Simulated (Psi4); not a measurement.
# A workflow on LiF (SMILES [Li][F])

Aim: a structure relaxation (B97-3c/def2-mTZVP), then the harmonic vibrations, then a single-point energy (CCSD(T)/def2-TZVP) of LiF. 

Program for the calculation: Psi4 1.11.

## (1) The structure to begin with

LiF has 2 atoms, charge 0, and is taken as a singlet. SMILES: `[Li][F]`. Geometry: a rough force-field guess. The run starts from this shape.

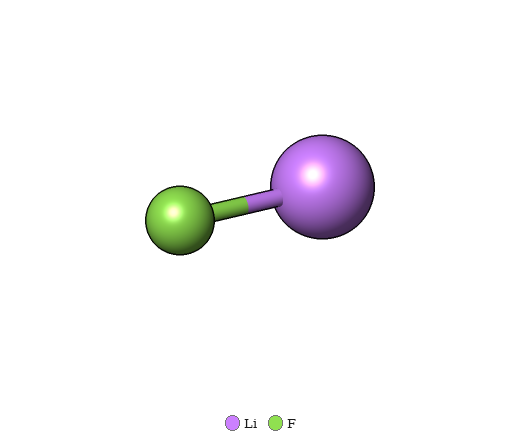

Viewed from a chosen angle; lithium purple, fluorine green.

## (2) A structure relaxation at B97-3c/def2-mTZVP (density fitting) (run 1)

calc.inp reads:

```
memory 1.6 GB

molecule molecule1 {
  0 1
  Li    -0.730100     0.214700    -0.384700
  F      0.759600    -0.274900     0.388700
  units angstrom
  symmetry c1
}

set reference rks
set geom_maxiter 60

energy_value, wavefunction = optimize("b97-3c", return_wfn=True)
```

Run with:

```sh
$ psi4 -n 1 calc.inp calc.out
```

calc.out:

```text
[...]
  Running in c1 symmetry.
[...]
  Nuclear repulsion =    8.171707012133131
[...]
  Multiplicity = 1
[...]
  Nalpha       = 6
  Nbeta        = 6
[...]
    Number of basis functions: 27
[...]
   @DF-RKS iter   1:  -107.21154092733295   -2.73056e-01   2.58245e-02 ADIIS/DIIS
[...]
   @DF-RKS iter   5:  -107.38245037775108   -7.67386e-13   5.27303e-09 DIIS
[...]
  @DF-RKS Final Energy:  -107.38245037775108
   => Energetics <=
    Nuclear Repulsion Energy =              8.8945589675404850
    One-Electron Energy =                -168.8984317188019304
    Two-Electron Energy =                  64.9802434717336439
    DFT Exchange-Correlation Energy =     -12.3574831979865092
    Empirical Dispersion Energy =          -0.0013379002367834
    VV10 Nonlocal Energy =                  0.0000000000000000
    Total Energy =                       -107.3824503777510841
[...]
 Multipole Moments:
 ------------------------------------------------------------------------------------
     Multipole            Electronic (a.u.)      Nuclear  (a.u.)        Total (a.u.)
 ------------------------------------------------------------------------------------
 L = 1.  Multiply by 2.5417464519 to convert [e a0] to [Debye]
 Dipole X            :         -0.0000000            0.0000000           -0.0000000
 Dipole Y            :         -0.0000000           -0.0000000           -0.0000000
 Dipole Z            :         -3.1977250            0.7174924           -2.4802326
 Magnitude           :                                                    2.4802326
[...]
  -Total Gradient:
     Atom            X                  Y                   Z
    ------   -----------------  -----------------  -----------------
       1        0.000000000000    -0.000000000000     0.000074861987
       2       -0.000000000000    -0.000000000000    -0.000012155910
[...]
```

On the terminal:

```text
Optimizer: Optimization complete!
```

Run time: 18 s. Hardware: 1 thread of Intel Xeon Platinum 8175M at 2.50GHz (Skylake/Cascade Lake), shared host; peak memory 0.26 GiB.

Steps, from the record of the run:

```csv
step,energy from the first frame kept (eV),largest force (eV/Å)
0,0.0000,1.4004
1,-0.0922,0.6520
2,-0.1080,0.2983
3,-0.1103,0.1046
4,-0.1108,0.0439
5,-0.1108,0.0175
6,-0.1108,0.0038
```

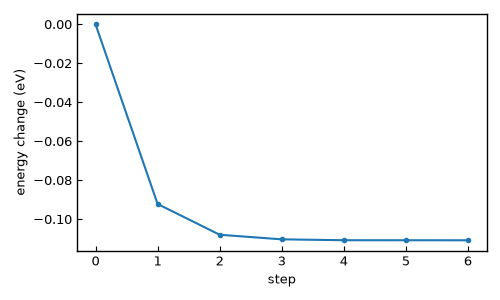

Energy along the run.

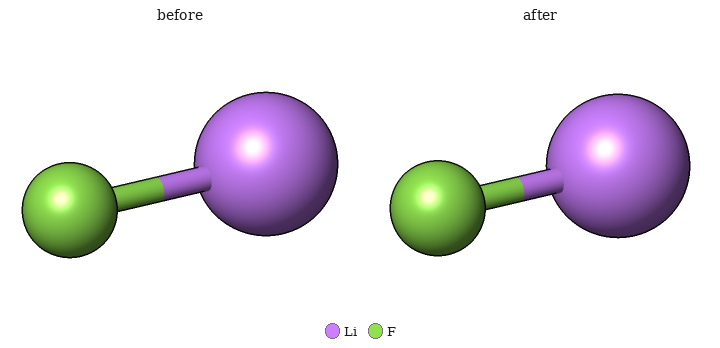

Before and after, at one scale.

After the run. Bond lengths: Li1–F2 1.606 Å.

## (3) The harmonic vibrations at B97-3c/def2-mTZVP (density fitting) (run 2)

calc.in reads:

```
memory 1.6 GB

molecule mol {
  Li    -1.21260891     0.35081254    -0.64023543
  F      1.37373452    -0.49920706     0.70250380
  units au
  symmetry c1
}

set t 400.0
set rotational_symmetry_number 1

result = frequencies("b97-3c")
```

Run with:

```sh
$ psi4 calc.in calc.out -n 1
```

calc.out:

```text
[...]
  Running in c1 symmetry.
[...]
  Nuclear repulsion =    8.894555325541045
[...]
  Multiplicity = 1
[...]
  Nalpha       = 6
  Nbeta        = 6
[...]
    Number of basis functions: 27
[...]
   @DF-RKS iter   1:  -107.21688378868916   -2.57176e-01   2.59530e-02 DIIS/ADIIS
[...]
   @DF-RKS iter  10:  -107.38245035522985    4.26326e-14   3.84893e-09 DIIS
[...]
    Orbital Energies [Eh]
    ---------------------
    Doubly Occupied:
       1A    -24.060027     2A     -1.874777     3A     -0.888337
       4A     -0.219611     5A     -0.208221     6A     -0.208221
[...]
  @DF-RKS Final Energy:  -107.38245035522985
   => Energetics <=
    Nuclear Repulsion Energy =              8.9010323326727132
    One-Electron Energy =                -168.9104974687166703
    Two-Electron Energy =                  64.9860170659456884
    DFT Exchange-Correlation Energy =     -12.3576611515963695
    Empirical Dispersion Energy =          -0.0013411335352003
    VV10 Nonlocal Energy =                  0.0000000000000000
    Total Energy =                       -107.3824503552298495
[...]
  -Total Gradient:
     Atom            X                  Y                   Z
    ------   -----------------  -----------------  -----------------
       1       -0.000000000000    -0.000000000000     0.000388924398
       2       -0.000000000000     0.000000000000    -0.000320691260
[...]
  ==> Harmonic Vibrational Analysis <==
[...]
  Freq [cm^-1]                 853.3924
[...]
  IR activ [km/mol]            140.2740
[...]
  Total E_0, Enthalpy at 0 [K]                                                         -107.38050621 [Eh]
[...]
  Total H, Enthalpy at  400.00 [K]                                                     -107.37588331 [Eh]
[...]
  Total G, Gibbs energy at  400.00 [K]                                                 -107.40791054 [Eh]
[...]
```

Wall time 20 s (1 thread of Intel Xeon Platinum 8175M at 2.50GHz (Skylake/Cascade Lake), shared host); peak memory 0.25 GiB.

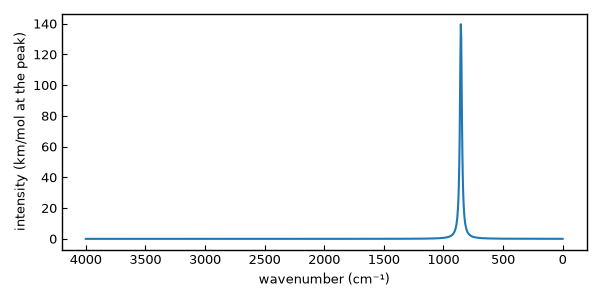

Harmonic infrared spectrum, unscaled, lines broadened by 10 cm⁻¹.

## (4) The energy at CCSD(T)/def2-TZVP (run 3)

input.inp reads:

```
memory 1600 mb

molecule {
  Li
  F 1 R2

  R2 = 1.606352
  units angstrom
}

set scf_type pk
set num_frozen_docc 1

E, wfn = energy("ccsd(t)/def2-TZVP", return_wfn=True)
print_variables()
```

Run with:

```sh
$ psi4 -i input.inp -o input.out -n 1
```

input.out:

```text
[...]
  Running in c2v symmetry.
[...]
  Nuclear repulsion =    8.894554050475861
[...]
  Multiplicity = 1
[...]
  Nalpha       = 6
  Nbeta        = 6
[...]
    Number of basis functions: 45
[...]
   @RHF iter   1:  -106.89093341841948   -6.61248e-01   1.95505e-02 ADIIS/DIIS
[...]
   @RHF iter  10:  -106.98338453210840   -4.83169e-13   2.86524e-09 DIIS
[...]
    Orbital Energies [Eh]
    ---------------------
    Doubly Occupied:
       1A1   -26.100974     2A1    -2.443287     3A1    -1.367401
       4A1    -0.489298     1B1    -0.466305     1B2    -0.466305
[...]
  @RHF Final Energy:  -106.98338453210840
   => Energetics <=
    Nuclear Repulsion Energy =              8.8945540504758611
    One-Electron Energy =                -169.0887371977002260
    Two-Electron Energy =                  53.2107986151159409
    Total Energy =                       -106.9833845321084027
[...]
 Multipole Moments:
 ------------------------------------------------------------------------------------
     Multipole            Electronic (a.u.)      Nuclear  (a.u.)        Total (a.u.)
 ------------------------------------------------------------------------------------
 L = 1.  Multiply by 2.5417464519 to convert [e a0] to [Debye]
 Dipole X            :          0.0000000            0.0000000            0.0000000
 Dipole Y            :          0.0000000            0.0000000            0.0000000
 Dipole Z            :         -3.3658391            0.7174928           -2.6483464
 Magnitude           :                                                    2.6483464
[...]
      * MP2 total energy                      = -107.288332240553913
[...]
      * CCSD total energy                     = -107.290603588970100
[...]
      * CCSD(T) total energy                  = -107.297457206198004
[...]
```

Run time: 7.5 s. Hardware: 1 thread of Intel Xeon Platinum 8175M at 2.50GHz (Skylake/Cascade Lake), shared host; peak memory 0.2 GiB.

## (5) What came out

| quantity | value |
| --- | --- |
| run 1, B97-3c/def2-mTZVP: total energy at the end | -107.38245 Eh |
| run 1, B97-3c/def2-mTZVP: dipole moment | 6.30 D |
| run 1, B97-3c/def2-mTZVP: HOMO energy | -5.66 eV |
| run 1, B97-3c/def2-mTZVP: LUMO energy | -1.41 eV |
| run 1, B97-3c/def2-mTZVP: HOMO–LUMO gap | 4.25 eV |
| run 1, B97-3c/def2-mTZVP: bond length | 1.606 Å |
| run 2, B97-3c/def2-mTZVP: harmonic wavenumber | 853 cm⁻¹ |
| run 2, B97-3c/def2-mTZVP: zero-point energy | 5.1 kJ/mol |
| run 2, B97-3c/def2-mTZVP: ideal-gas entropy at 400 K (symmetry number 1 as used) | 50.2 cal/(mol K) |
| run 3, CCSD(T)/def2-TZVP: total energy | -107.29746 Eh |
| run 3, CCSD(T)/def2-TZVP: HOMO energy (Hartree–Fock orbitals) | -12.69 eV |
| run 3, CCSD(T)/def2-TZVP: LUMO energy (Hartree–Fock orbitals) | 0.01 eV |
| run 3, CCSD(T)/def2-TZVP: HOMO–LUMO gap (Hartree–Fock orbitals) | 12.70 eV |
| run 3, CCSD(T)/def2-TZVP: correlation energy (1 core orbital frozen) | -314.1 mEh |
| run 3, CCSD(T)/def2-TZVP: (T) correction | -6.85 mEh |
| run 3, CCSD(T)/def2-TZVP: T1 diagnostic | 0.013 |

The optimisation (run 1, B97-3c/def2-mTZVP) took 7 steps and changed the energy by -0.111 eV. The one mode (run 2, B97-3c/def2-mTZVP) is real, so the shape is a minimum at this level. The triples (run 3, CCSD(T)/def2-TZVP) make up 2.2 % of the correlation energy.
